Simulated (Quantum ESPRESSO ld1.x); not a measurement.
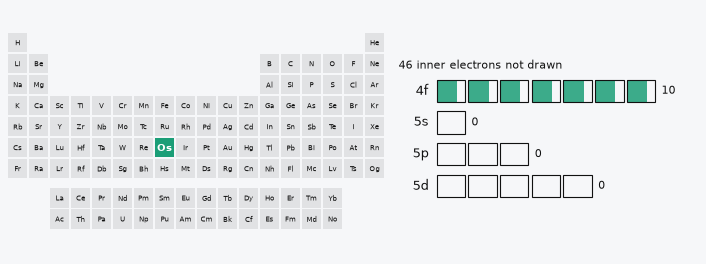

Left, the place of osmium in the periodic table; right, the outer shells as the input fills them: a box for each of the 2l + 1 orbitals, shaded by the share of the shell that is filled, with the electron count at the right.

Os²⁰⁺: atomic calculation

- system: the Os²⁰⁺ ion in the configuration [Kr] 4d10 4f10 (4f5/2: 6, 4f7/2: 4).
- method: Dirac Kohn-Sham, PBEsol, spin-unpolarised, spherical densities, point nucleus (Quantum ESPRESSO ld1.x 7.5)

## Key numbers

| quantity | value |
| --- | --- |
| outcome | converged |
| total energy | −17119.4090 hartree |
| kinetic energy | 19454.1803 hartree |
| electron–nucleus energy | −41832.2810 hartree |
| Hartree energy | 5575.1850 hartree |
| exchange–correlation energy | −316.493229 hartree |
| radius at density 0.001 e/bohr³ | 1.49 bohr |
| SCF iterations | 32 |
| hardware | 1 CPU thread, shared host |
| wall time | 0.75 s |

## Input
```
 &input
    atom='Os',
    iswitch=1,
    rel=2,
    dft='PBESOL',
    config='[Kr] 4d10 4f10 5s0 5p0 5d0',
    rel_dist='energy',
    verbosity='high',
    lsmall=.true.,
    prefix='ld1',
    max_out_wfc=37,
    file_charge='ld1.rho',
 /
```

## Output
```
     Program LD1 v.7.5 starts

     --------------------------- All-electron run ----------------------------

     dirac relativistic calculation

     atomic number is 76.00
     dft =PBESOL   lsd =0 sic =0 latt =0  beta=0.20 tr2=1.0E-14
     Exchange-correlation= PBESOL
                           (   1   4  10   8   0   0   0)
     mesh =2117 r(mesh) =  99.21276 a.u. xmin = -8.00 dx = 0.00800
     1 Ry =  13.60569312 eV, c = 137.03599908

     n l j   nl                  e(Ry)          e(Ha)          e(eV)
     Spin orbit split results
     1 0 0.5 1S 1( 2.00)   -5458.489555779   -2729.244777890 -74266.5338110
     2 0 0.5 2S 1( 2.00)    -981.387954756    -490.693977378 -13352.4633470
     2 1 0.5 2P 1( 2.00)    -941.228274294    -470.614137147 -12806.0630587
     2 1 1.5 2P 1( 4.00)    -828.699651966    -414.349825983 -11275.0331558
     3 0 0.5 3S 1( 2.00)    -257.297287917    -128.648643959  -3500.7079408
     3 1 0.5 3P 1( 2.00)    -239.359194441    -119.679597220  -3256.6477457
     3 1 1.5 3P 1( 4.00)    -214.776841233    -107.388420617  -2922.1877917
     4 0 0.5 4S 1( 2.00)     -82.668924834     -41.334462417  -1124.7680221
     4 1 0.5 4P 1( 2.00)     -75.093330796     -37.546665398  -1021.6968144
     4 1 1.5 4P 1( 4.00)     -69.036715632     -34.518357816   -939.2923671
     3 2 1.5 3D 1( 4.00)    -184.767312676     -92.383656338  -2513.8873554
     3 2 2.5 3D 1( 6.00)    -179.439421621     -89.719710810  -2441.3977047
     4 2 1.5 4D 1( 4.00)     -56.560417770     -28.280208885   -769.5436871
     4 2 2.5 4D 1( 6.00)     -55.393234509     -27.696617254   -753.6633498
     4 3 2.5 4F 1( 6.00)     -39.451403592     -19.725701796   -536.7636905
     4 3 3.5 4F 1( 4.00)     -39.188441131     -19.594220566   -533.1859040
     5 0 0.5 5S 1( 0.00)     -37.197143252     -18.598571626   -506.0929161
     5 1 0.5 5P 1( 0.00)     -34.223284070     -17.111642035   -465.6315007
     5 1 1.5 5P 1( 0.00)     -32.492947069     -16.246473535   -442.0890665
     5 2 1.5 5D 1( 0.00)     -27.709000209     -13.854500104   -377.0001536
     5 2 2.5 5D 1( 0.00)     -27.377231030     -13.688615515   -372.4862040
     Averaged results
     1 0     1S 1( 2.00)   -5458.489555779   -2729.244777890 -74266.5338110
     2 0     2S 1( 2.00)    -981.387954756    -490.693977378 -13352.4633470
     2 1     2P 1( 6.00)    -866.209192742    -433.104596371 -11785.3764568
     3 0     3S 1( 2.00)    -257.297287917    -128.648643959  -3500.7079408
     3 1     3P 1( 6.00)    -222.970958969    -111.485479484  -3033.6744431
     4 0     4S 1( 2.00)     -82.668924834     -41.334462417  -1124.7680221
     4 1     4P 1( 6.00)     -71.055587354     -35.527793677   -966.7605162
     3 2     3D 1(10.00)    -181.570578043     -90.785289022  -2470.3935650
     4 2     4D 1(10.00)     -55.860107813     -27.930053907   -760.0154847
     4 3     4F 1(10.00)     -39.301139329     -19.650569664   -534.7192411
     5 0     5S 1( 0.00)     -37.197143252     -18.598571626   -506.0929161
     5 1     5P 1( 0.00)     -33.069726069     -16.534863035   -449.9365446
     5 2     5D 1( 0.00)     -27.509938701     -13.754969351   -374.2917838

     final scf error:  9.5E-15 reached in  32 iterations

     Etot =  -34238.817945 Ry,  -17119.408973 Ha, -465842.849857 eV

     Ekin =   38908.360608 Ry,   19454.180304 Ha,  529375.214356 eV
     Encl =  -83664.562010 Ry,  -41832.281005 Ha,-1138314.355982 eV
     Eh   =   11150.369915 Ry,    5575.184958 Ha,  151708.511276 eV
     Exc  =    -632.986459 Ry,    -316.493229 Ha,   -8612.219508 eV

     normalization and overlap integrals

     s(1S/1S) =  1.000000  <r> =   0.0177  <r2> =    0.0004  r(max) =   0.0110
     LC norm =  0.91738216 + SC norm =  0.08261784 =  1.00000000
     s(1S/2S) = -0.000000
     s(1S/3S) = -0.000000
     s(1S/4S) =  0.000000
     s(1S/5S) =  0.000000
     s(2S/2S) =  1.000000  <r> =   0.0743  <r2> =    0.0066  r(max) =   0.0636
     LC norm =  0.98119920 + SC norm =  0.01880080 =  1.00000000
     s(2S/3S) =  0.000000
     s(2S/4S) =  0.000000
     s(2S/5S) =  0.000000
     s(2P/2P) =  1.000000  <r> =   0.0613  <r2> =    0.0047  r(max) =   0.0477
     LC norm =  0.98112188 + SC norm =  0.01887812 =  1.00000000
     s(2P/3P) =  0.000000
     s(2P/4P) =  0.000000
     s(2P/5P) =  0.000000
     s(2P/2P) =  1.000000  <r> =   0.0695  <r2> =    0.0059  r(max) =   0.0542
     LC norm =  0.98306227 + SC norm =  0.01693773 =  1.00000000
     s(2P/3P) =  0.000000
     s(2P/4P) =  0.000000
     s(2P/5P) =  0.000000
     s(3S/3S) =  1.000000  <r> =   0.1932  <r2> =    0.0428  r(max) =   0.1786
     LC norm =  0.99376556 + SC norm =  0.00623444 =  1.00000000
     s(3S/4S) =  0.000000
     s(3S/5S) =  0.000000
     s(3P/3P) =  1.000000  <r> =   0.1833  <r2> =    0.0392  r(max) =   0.1675
     LC norm =  0.99382101 + SC norm =  0.00617899 =  1.00000000
     s(3P/4P) =  0.000000
     s(3P/5P) =  0.000000
     s(3P/3P) =  1.000000  <r> =   0.1984  <r2> =    0.0457  r(max) =   0.1815
     LC norm =  0.99437866 + SC norm =  0.00562134 =  1.00000000
     s(3P/4P) =  0.000000
     s(3P/5P) =  0.000000
     s(4S/4S) =  1.000000  <r> =   0.4251  <r2> =    0.2039  r(max) =   0.4038
     LC norm =  0.99784865 + SC norm =  0.00215135 =  1.00000000
     s(4S/5S) =  0.000000
     s(4P/4P) =  1.000000  <r> =   0.4274  <r2> =    0.2076  r(max) =   0.4006
     LC norm =  0.99793312 + SC norm =  0.00206688 =  1.00000000
     s(4P/5P) =  0.000000
     s(4P/4P) =  1.000000  <r> =   0.4578  <r2> =    0.2377  r(max) =   0.4305
     LC norm =  0.99813499 + SC norm =  0.00186501 =  1.00000000
     s(4P/5P) =  0.000000
     s(3D/3D) =  1.000000  <r> =   0.1732  <r2> =    0.0352  r(max) =   0.1427
     LC norm =  0.99449358 + SC norm =  0.00550642 =  1.00000000
     s(3D/4D) =  0.000000
     s(3D/5D) =  0.000000
     s(3D/3D) =  1.000000  <r> =   0.1778  <r2> =    0.0370  r(max) =   0.1462
     LC norm =  0.99464672 + SC norm =  0.00535328 =  1.00000000
     s(3D/4D) = -0.000000
     s(3D/5D) = -0.000000
     s(4D/4D) =  1.000000  <r> =   0.4629  <r2> =    0.2464  r(max) =   0.4237
     LC norm =  0.99830677 + SC norm =  0.00169323 =  1.00000000
     s(4D/5D) =  0.000000
     s(4D/4D) =  1.000000  <r> =   0.4722  <r2> =    0.2562  r(max) =   0.4305
     LC norm =  0.99835824 + SC norm =  0.00164176 =  1.00000000
     s(4D/5D) = -0.000000
     s(4F/4F) =  1.000000  <r> =   0.4767  <r2> =    0.2661  r(max) =   0.3818
     LC norm =  0.99865265 + SC norm =  0.00134735 =  1.00000000
     s(4F/4F) =  1.000000  <r> =   0.4811  <r2> =    0.2708  r(max) =   0.3880
     LC norm =  0.99867164 + SC norm =  0.00132836 =  1.00000000
     s(5S/5S) =  1.000000  <r> =   0.8462  <r2> =    0.7968  r(max) =   0.8231
     LC norm =  0.99922241 + SC norm =  0.00077759 =  1.00000000
     s(5P/5P) =  1.000000  <r> =   0.8751  <r2> =    0.8546  r(max) =   0.8498
     LC norm =  0.99926825 + SC norm =  0.00073175 =  1.00000000
     s(5P/5P) =  1.000000  <r> =   0.9208  <r2> =    0.9458  r(max) =   0.8988
     LC norm =  0.99931563 + SC norm =  0.00068437 =  1.00000000
     s(5D/5D) =  1.000000  <r> =   0.9848  <r2> =    1.0888  r(max) =   0.9582
     LC norm =  0.99939559 + SC norm =  0.00060441 =  1.00000000
     s(5D/5D) =  1.000000  <r> =   0.9977  <r2> =    1.1171  r(max) =   0.9736
     LC norm =  0.99940572 + SC norm =  0.00059428 =  1.00000000

     LC charge = 55.54428044 + SC charge =  0.45571956 = 56.00000000

     ------------------------ End of All-electron run ------------------------
```

## Orbitals

```csv
orbital,occupation,energy (eV),⟨r⟩ (bohr),outer maximum (bohr)
1s,2,−74266.5,0.01773,0.0110
2s,2,−13352.5,0.07426,0.0636
2p1/2,2,−12806.1,0.06131,0.0477
2p3/2,4,−11275.0,0.06950,0.0542
3s,2,−3500.7,0.1932,0.179
3p1/2,2,−3256.6,0.1833,0.168
3p3/2,4,−2922.2,0.1984,0.181
3d3/2,4,−2513.9,0.1732,0.143
3d5/2,6,−2441.4,0.1778,0.146
4s,2,−1124.8,0.4251,0.404
4p1/2,2,−1021.7,0.4274,0.401
4p3/2,4,−939.292,0.4578,0.430
4d3/2,4,−769.544,0.4629,0.424
4d5/2,6,−753.663,0.4722,0.430
4f5/2,6,−536.764,0.4767,0.382
4f7/2,4,−533.186,0.4811,0.388
5s,0,−506.093,0.8462,0.823
5p1/2,0,−465.632,0.8751,0.850
5p3/2,0,−442.089,0.9208,0.899
5d3/2,0,−377.000,0.9848,0.958
5d5/2,0,−372.486,0.9977,0.974
```

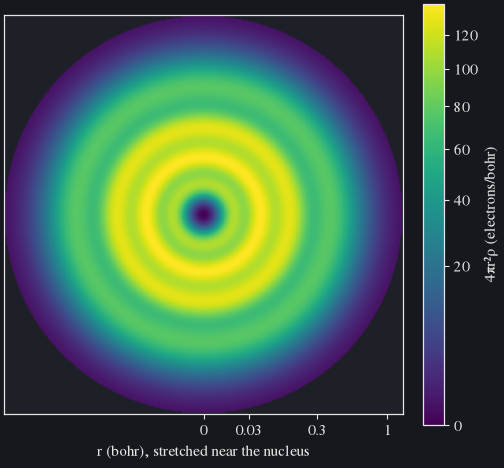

The radial density 4πr²ρ as a disc about the nucleus, with the radius drawn as r to the power 0.4. There are 4 maxima, at r = 0.0120, 0.0547, 0.151 and 0.397 bohr, parted by minima at 0.0236, 0.0980 and 0.286 bohr, inside which lie 2.0, 11.1 and 30.0 electrons.

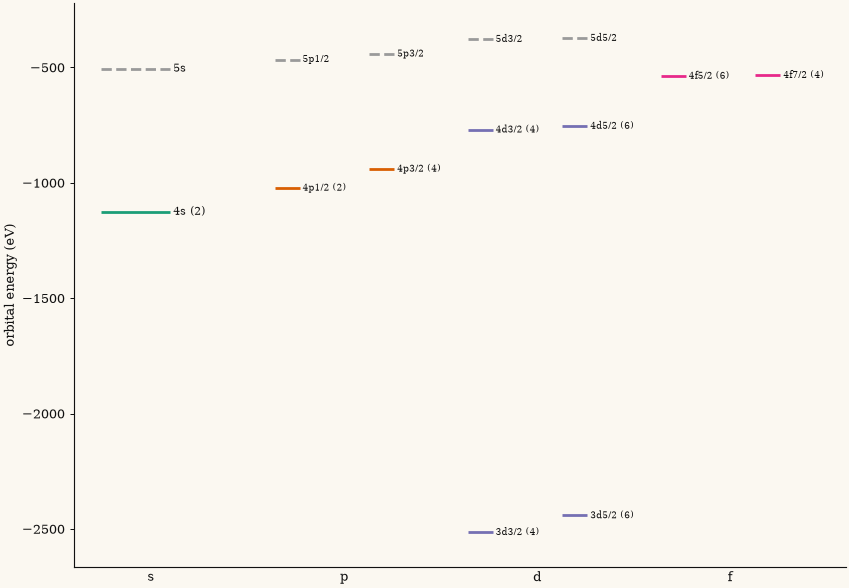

The outer levels are drawn by angular momentum (occupations in brackets, the lower j at the left of each column, empty levels dashed). The highest occupied level is 4f7/2 at −533.2 eV. The highest 4 occupied levels, from the top down, are 4f7/2 (−533.2 eV), 4f5/2 (−536.8 eV), 4d5/2 (−753.7 eV), 4d3/2 (−769.5 eV). The lowest empty level drawn is 5s at −506.1 eV. Spin-orbit splittings: 5d 4.51 eV, 5p 23.5 eV, 4f 3.58 eV, 4d 15.9 eV.

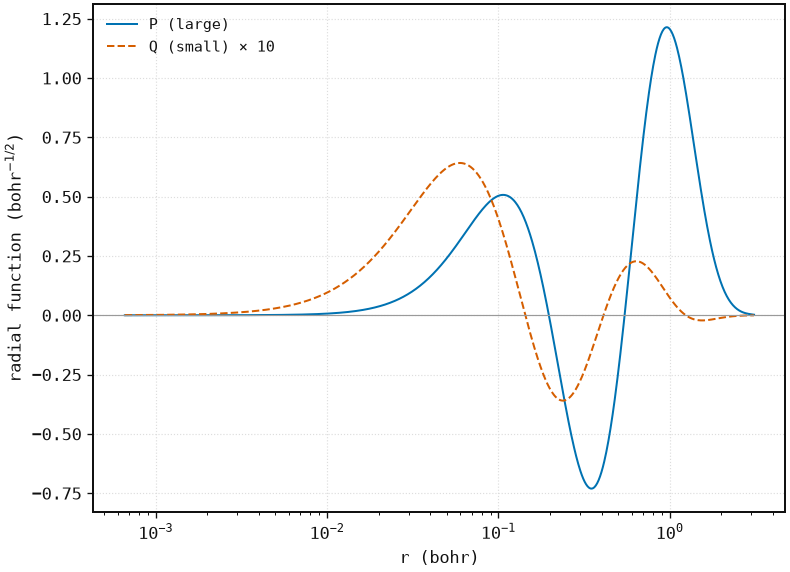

The large and small radial components of the 5d3/2 spinor. The spinor has κ = 2: the large component has l = 2 and 2 radial nodes (r = 0.197 and 0.546 bohr), the small one has l = 1. The small component carries 0.060 % of the norm; ⟨r⟩ = 0.985 bohr and the eigenvalue is −377.0 eV.
